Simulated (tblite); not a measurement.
**Run report: GeSi₂NH₉, geometry relaxation**

The run: geometry relaxation of GeSi₂NH₉, SMILES [SiH3][NH][GeH2][SiH3]. Method and program: GFN2-xTB geometry optimisation, gas phase (tblite 0.8.0).

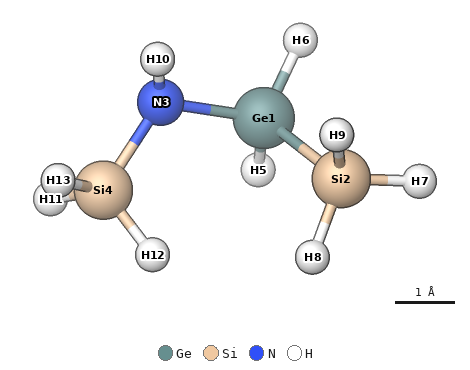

Figure 1. The starting structure (ball-and-stick view, seen at a tilt; atoms are numbered from 1 in the order of the input). Sticks mark near contacts. Bond lengths as drawn: Ge–H 1.51 Å, Ge–N 1.91 Å, Ge–Si 2.32 Å, H–N 1.03 Å, H–Si 1.39 to 1.45 Å and N–Si 1.81 Å.

Input file:
```
{"job": {"kind": "relax", "xc": "GFN2-xTB", "basis": "xTB"}, "charge": 0, "multiplicity": 1}
Ge    -0.087397     0.016022     2.024922
Si     2.149919     0.586188     2.232874
N     -0.475691    -0.378337     0.194067
Si    -0.421215     1.026536    -0.942602
H     -0.943830     1.176180     2.460897
H     -0.364502    -1.191543     2.888531
H      2.483053     0.710864     3.591773
H      2.388101     1.836964     1.547105
H      2.950870    -0.437587     1.630834
H     -0.072180    -1.268078    -0.134997
H     -1.772470     1.467985    -1.167152
H      0.364870     2.041385    -0.411235
H      0.128209     0.585455    -2.187935
```

The first line tells a small driver script what to run in tblite; the rest is the geometry in Å.

Run on 1 CPU thread, shared host.

Run as:
```bash
OMP_NUM_THREADS=1 python <driver script> task.json out
```

The program's output:
```
step      E/eV     max force
  0    -351.28343    2.752
  1    -351.46424    0.982
  2    -351.52325    0.469
  3    -351.54277    0.423
  4    -351.57432    0.519
  5    -351.60165    0.658
  6    -351.63837    0.551
  7    -351.65406    0.263
  8    -351.66077    0.167
  9    -351.66587    0.226
 10    -351.67209    0.288
 11    -351.67947    0.242
 12    -351.68493    0.182
 13    -351.68721    0.124
 14    -351.68821    0.070
 15    -351.68887    0.077
 16    -351.68969    0.108
 17    -351.69096    0.165
 18    -351.69257    0.182
 19    -351.69416    0.134
 20    -351.69541    0.085
 21    -351.69641    0.111
 22    -351.69755    0.111
 23    -351.69922    0.125
 24    -351.70110    0.117
 25    -351.70258    0.081
 26    -351.70363    0.107
 27    -351.70470    0.107
 28    -351.70604    0.092
 29    -351.70745    0.099
 30    -351.70839    0.079
 31    -351.70880    0.143
 32    -351.70942    0.092
 33    -351.71006    0.079
 34    -351.71166    0.077
 35    -351.71217    0.087
 36    -351.71295    0.094
 37    -351.71379    0.076
 38    -351.71502    0.075
 39    -351.71593    0.108
 40    -351.71584    0.247
 41    -351.71673    0.085
 42    -351.71702    0.086
 43    -351.71838    0.063
 44    -351.71886    0.077
 45    -351.71960    0.074
 46    -351.72008    0.052
 47    -351.72053    0.044
 48    -351.72084    0.043
 49    -351.72117    0.063
 50    -351.72154    0.080
 51    -351.72202    0.084
 52    -351.72246    0.060
 53    -351.72276    0.028
 54    -351.72288    0.023
 55    -351.72295    0.030
 56    -351.72306    0.027
 57    -351.72325    0.090
 58    -351.72352    0.042
 59    -351.72386    0.037
 60    -351.72412    0.028
 61    -351.72420    0.026
 62    -351.72455    0.033
 63    -351.72490    0.053
 64    -351.72527    0.056
 65    -351.72549    0.041
 66    -351.72564    0.034
 67    -351.72579    0.035
 68    -351.72606    0.074
 69    -351.72652    0.111
 70    -351.72719    0.120
 71    -351.72783    0.080
 72    -351.72827    0.070
 73    -351.72846    0.124
 74    -351.72861    0.089
 75    -351.72892    0.060
 76    -351.72938    0.075
 77    -351.72996    0.087
 78    -351.73041    0.057
 79    -351.73082    0.045
 80    -351.73118    0.067
 81    -351.73159    0.108
 82    -351.73199    0.123
 83    -351.73278    0.118
 84    -351.73394    0.080
 85    -351.73518    0.057
 86    -351.73618    0.062
 87    -351.73693    0.067
 88    -351.73765    0.080
 89    -351.73852    0.077
 90    -351.73852    0.339
 91    -351.74023    0.091
 92    -351.74097    0.050
 93    -351.74163    0.039
 94    -351.74192    0.036
 95    -351.74209    0.038
 96    -351.74222    0.040
 97    -351.74236    0.030
 98    -351.74263    0.040
 99    -351.74283    0.047
100    -351.74305    0.032
101    -351.74315    0.017
102    -351.74319    0.016
103    -351.74323    0.015
104    -351.74329    0.020
105    -351.74338    0.020
106    -351.74349    0.031
107    -351.74362    0.033
108    -351.74377    0.029
109    -351.74398    0.035
110    -351.74425    0.043
111    -351.74464    0.053
112    -351.74500    0.059
113    -351.74561    0.056
114    -351.74641    0.069
115    -351.74780    0.094
116    -351.74890    0.143
117    -351.74935    0.145
118    -351.75078    0.077
119    -351.75128    0.045
120    -351.75162    0.043
121    -351.75189    0.046
122    -351.75214    0.050
123    -351.75236    0.040
124    -351.75253    0.033
125    -351.75267    0.027
126    -351.75280    0.029
127    -351.75290    0.024
128    -351.75298    0.021
129    -351.75306    0.024
130    -351.75316    0.025
131    -351.75327    0.026
132    -351.75335    0.024
133    -351.75339    0.016
134    -351.75344    0.015
135    -351.75349    0.022
136    -351.75356    0.026
137    -351.75361    0.023
138    -351.75364    0.013
139    -351.75366    0.020
140    -351.75370    0.024
141    -351.75376    0.032
142    -351.75382    0.035
143    -351.75388    0.025
144    -351.75391    0.022
145    -351.75395    0.023
146    -351.75398    0.018
147    -351.75401    0.022
148    -351.75405    0.020
149    -351.75409    0.023
150    -351.75412    0.019
151    -351.75415    0.015
152    -351.75416    0.010
153    -351.75418    0.012
154    -351.75420    0.013
155    -351.75422    0.014
156    -351.75424    0.012
157    -351.75426    0.012
158    -351.75428    0.012
159    -351.75431    0.017
160    -351.75434    0.022
161    -351.75437    0.022
162    -351.75441    0.017
163    -351.75446    0.018
164    -351.75453    0.024
165    -351.75459    0.022
166    -351.75464    0.027
167    -351.75470    0.026
168    -351.75474    0.021
169    -351.75478    0.018
170    -351.75480    0.013
171    -351.75482    0.018
172    -351.75485    0.018
173    -351.75489    0.021
174    -351.75494    0.028
175    -351.75499    0.024
176    -351.75504    0.021
177    -351.75509    0.021
178    -351.75515    0.033
179    -351.75523    0.042
180    -351.75534    0.043
181    -351.75545    0.035
182    -351.75556    0.032
183    -351.75570    0.042
184    -351.75585    0.051
185    -351.75600    0.056
186    -351.75613    0.047
187    -351.75625    0.037
188    -351.75628    0.039
189    -351.75642    0.021
190    -351.75649    0.018
191    -351.75659    0.017
192    -351.75662    0.014
193    -351.75665    0.015
194    -351.75668    0.015
195    -351.75671    0.016
196    -351.75673    0.013
197    -351.75675    0.008
198    -351.75676    0.009
199    -351.75678    0.011
200    -351.75679    0.011
201    -351.75679    0.011
202    -351.75682    0.000
```

Trajectory as extended XYZ (Å, eV, eV/Å), 8 of the 27 frames kept, from step=0 to step=202:
```
13
Properties=species:S:1:pos:R:3:forces:R:3 step=0 energy=-351.28343
Ge   -0.0874    0.0160    2.0249    0.4780  -0.1270  -0.8950
Si    2.1499    0.5862    2.2329   -0.6440   0.0660  -0.8600
N    -0.4757   -0.3783    0.1941    0.2380   0.7770  -0.0770
Si   -0.4212    1.0265   -0.9426   -0.8540  -2.5270   0.6760
H    -0.9438    1.1762    2.4609   -0.3790  -0.1780  -0.0950
H    -0.3645   -1.1915    2.8885   -0.4370  -0.1110  -0.1040
H     2.4831    0.7109    3.5918    0.4160   0.1540   1.2650
H     2.3881    1.8370    1.5471    0.1900   0.3190  -0.1200
H     2.9509   -0.4376    1.6308    0.4900  -0.4250  -0.2500
H    -0.0722   -1.2681   -0.1350   -0.3200   0.8520   0.2440
H    -1.7725    1.4680   -1.1672   -0.5110   0.1470   0.0520
H     0.3649    2.0414   -0.4112    1.0200   1.3910   0.7120
H     0.1282    0.5855   -2.1879    0.3130  -0.3390  -0.5500
13
Properties=species:S:1:pos:R:3:forces:R:3 step=32 energy=-351.70942
Ge    0.0050    0.0161    2.0187   -0.0150  -0.0010   0.0800
Si    2.2543    0.6036    2.3288   -0.0500   0.0070  -0.0510
N    -0.3326   -0.2031    0.2317   -0.0150  -0.0220  -0.0320
Si   -0.4699    1.0013   -0.9943   -0.0220  -0.0660  -0.0600
H    -1.0224    1.0375    2.4883    0.0180  -0.0310  -0.0230
H    -0.4931   -1.2936    2.6179    0.0310   0.0340  -0.0120
H     2.6248    0.7486    3.7364   -0.0310  -0.0210   0.0240
H     2.5011    1.8855    1.6641    0.0510  -0.0210  -0.0020
H     3.1063   -0.4303    1.7335    0.0320   0.0410   0.0110
H    -0.3703   -1.1566   -0.0905   -0.0290   0.0450   0.0120
H    -1.8652    1.4348   -1.1725    0.0490   0.0040   0.0280
H     0.3611    2.1441   -0.6076   -0.0070   0.0170   0.0250
H     0.0287    0.3840   -2.2274   -0.0120   0.0140  -0.0010
13
Properties=species:S:1:pos:R:3:forces:R:3 step=56 energy=-351.72306
Ge    0.0510    0.0214    1.9758    0.0010  -0.0050   0.0130
Si    2.2789    0.6318    2.3472   -0.0010   0.0010  -0.0100
N    -0.2889   -0.2136    0.1870    0.0050   0.0050   0.0060
Si   -0.4800    0.9858   -1.0370    0.0180  -0.0120   0.0150
H    -1.0037    0.9895    2.4985   -0.0090  -0.0040   0.0030
H    -0.3760   -1.3103    2.5739   -0.0060   0.0060  -0.0100
H     2.5181    0.7332    3.7887    0.0140   0.0050   0.0120
H     2.6141    1.9225    1.7432   -0.0170  -0.0040  -0.0110
H     3.1892   -0.3844    1.8134    0.0010   0.0110  -0.0030
H    -0.6392   -1.1237   -0.0623   -0.0150  -0.0180  -0.0070
H    -1.8694    1.4506   -1.1644    0.0040   0.0090  -0.0020
H     0.3768    2.1076   -0.6485    0.0120  -0.0050   0.0010
H    -0.0432    0.3614   -2.2885   -0.0070   0.0100  -0.0070
13
Properties=species:S:1:pos:R:3:forces:R:3 step=88 energy=-351.73765
Ge    0.0208   -0.0838    1.9912    0.0700  -0.0270   0.0190
Si    2.1967    0.7133    2.2823    0.0280   0.0250  -0.0170
N    -0.3393   -0.2799    0.1980    0.0250   0.0730   0.0200
Si   -0.3327    0.9677   -0.9983   -0.0200  -0.0150   0.0130
H    -1.0734    0.7842    2.6128   -0.0430  -0.0270  -0.0100
H    -0.2828   -1.4702    2.5485   -0.0200   0.0520  -0.0390
H     2.4789    0.8838    3.7116   -0.0030  -0.0040  -0.0220
H     2.3902    2.0116    1.6303   -0.0080  -0.0150   0.0270
H     3.1826   -0.2224    1.7372   -0.0090  -0.0020   0.0080
H    -0.9679   -1.0364   -0.0199   -0.0100  -0.0510  -0.0050
H    -1.6031    1.7065   -1.0342   -0.0050   0.0250  -0.0260
H     0.7505    1.8870   -0.6468    0.0120  -0.0230   0.0100
H    -0.0928    0.3108   -2.2858   -0.0170  -0.0100   0.0220
13
Properties=species:S:1:pos:R:3:forces:R:3 step=120 energy=-351.75162
Ge    0.0087   -0.1226    1.9953    0.0140   0.0110  -0.0200
Si    2.1316    0.8064    2.2833    0.0240  -0.0070   0.0120
N    -0.3654   -0.3050    0.2050   -0.0180  -0.0090  -0.0040
Si   -0.2533    0.9259   -0.9995    0.0160   0.0250  -0.0150
H    -1.1420    0.6521    2.6433   -0.0080  -0.0060  -0.0200
H    -0.2264   -1.5342    2.5037    0.0010  -0.0250   0.0290
H     2.4512    0.8550    3.7134    0.0040  -0.0020  -0.0070
H     2.2062    2.1728    1.7643   -0.0230   0.0180   0.0070
H     3.1639    0.0090    1.6189   -0.0140  -0.0160  -0.0010
H    -1.0352   -1.0281   -0.0109    0.0160   0.0270   0.0290
H    -1.2552    1.9945   -0.8528    0.0130  -0.0060   0.0030
H     1.0874    1.5048   -0.8583   -0.0300  -0.0110  -0.0090
H    -0.4438    0.2413   -2.2786    0.0050   0.0010  -0.0040
13
Properties=species:S:1:pos:R:3:forces:R:3 step=152 energy=-351.75416
Ge    0.0006   -0.1421    2.0039    0.0030   0.0010   0.0070
Si    2.0966    0.8471    2.2781    0.0020  -0.0030   0.0020
N    -0.3796   -0.3121    0.2138   -0.0020  -0.0050  -0.0050
Si   -0.2023    0.9023   -1.0005   -0.0040   0.0090  -0.0010
H    -1.1791    0.5861    2.6545    0.0040  -0.0020  -0.0040
H    -0.1879   -1.5655    2.5091   -0.0030   0.0040  -0.0030
H     2.4708    0.8393    3.6950    0.0000  -0.0020   0.0040
H     2.0910    2.2395    1.8252   -0.0030   0.0030   0.0030
H     3.1225    0.1105    1.5391    0.0040   0.0030  -0.0060
H    -1.0943   -0.9937    0.0104   -0.0050   0.0000   0.0010
H    -1.0733    2.0710   -0.7987   -0.0030   0.0010  -0.0030
H     1.1949    1.3406   -0.9355    0.0020  -0.0030   0.0020
H    -0.5323    0.2492   -2.2675    0.0040  -0.0060   0.0040
13
Properties=species:S:1:pos:R:3:forces:R:3 step=176 energy=-351.75504
Ge    0.0016   -0.1397    2.0045   -0.0170  -0.0040  -0.0010
Si    2.0979    0.8489    2.2737    0.0010   0.0070   0.0070
N    -0.3983   -0.3116    0.2183    0.0010  -0.0050  -0.0030
Si   -0.1926    0.8872   -1.0071    0.0070  -0.0060   0.0180
H    -1.1653    0.6058    2.6587    0.0020  -0.0040   0.0000
H    -0.2034   -1.5582    2.5168    0.0030   0.0030  -0.0010
H     2.5080    0.7637    3.6778    0.0030  -0.0050   0.0120
H     2.0503    2.2665    1.9111    0.0060   0.0120  -0.0050
H     3.1229    0.1851    1.4683   -0.0070  -0.0080  -0.0140
H    -1.1369   -0.9715    0.0278    0.0050   0.0040  -0.0020
H    -1.0630    2.0611   -0.8388   -0.0020   0.0110  -0.0010
H     1.2069    1.3135   -0.9114   -0.0060   0.0060  -0.0070
H    -0.5001    0.2212   -2.2725    0.0030  -0.0110  -0.0040
13
Properties=species:S:1:pos:R:3:forces:R:3 step=202 energy=-351.75682
Ge   -0.0183   -0.0880    2.0186    0.0000   0.0000   0.0000
Si    2.1130    0.8296    2.2748    0.0000   0.0000   0.0000
N    -0.3859   -0.3085    0.2311    0.0000   0.0000   0.0000
Si   -0.2017    0.8734   -1.0135    0.0000   0.0000   0.0000
H    -1.1736    0.7098    2.6288    0.0000   0.0000   0.0000
H    -0.2685   -1.4837    2.5707    0.0000   0.0000   0.0000
H     2.6125    0.5656    3.6273    0.0000   0.0000   0.0000
H     2.0852    2.2818    2.0846    0.0000   0.0000   0.0000
H     3.0574    0.2451    1.3225    0.0000   0.0000   0.0000
H    -1.0970   -0.9972    0.0388    0.0000   0.0000   0.0000
H    -1.1799    1.9703   -0.9417    0.0000   0.0000   0.0000
H     1.1448    1.4259   -0.8405    0.0000   0.0000   0.0000
H    -0.3603    0.1479   -2.2745    0.0000   0.0000   0.0000
```

Summary:

```json
{"quantity": "outcome", "value": "converged"}
{"quantity": "total energy", "value": "−351.7568 eV"}
{"quantity": "wall time", "value": "2.9 s"}
{"quantity": "peak memory", "value": "0.18 GiB"}
```
